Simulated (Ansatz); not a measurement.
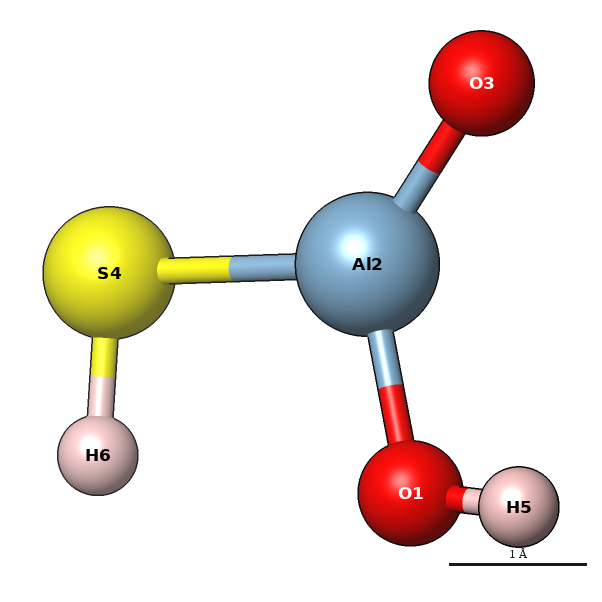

Numbered structure. State: charge −1, singlet. The geometry was computed by an optimisation with PBE0-D4/def2-TZVPD. No frequency run is at hand to confirm it as a minimum.

Which atoms are bonded, and how long are the bonds?

```tsv
bond	length (Å)
O1–Al2	1.750
O1–H5	0.959
Al2–O3	1.630
Al2–S4	2.260
S4–H6	1.344
```
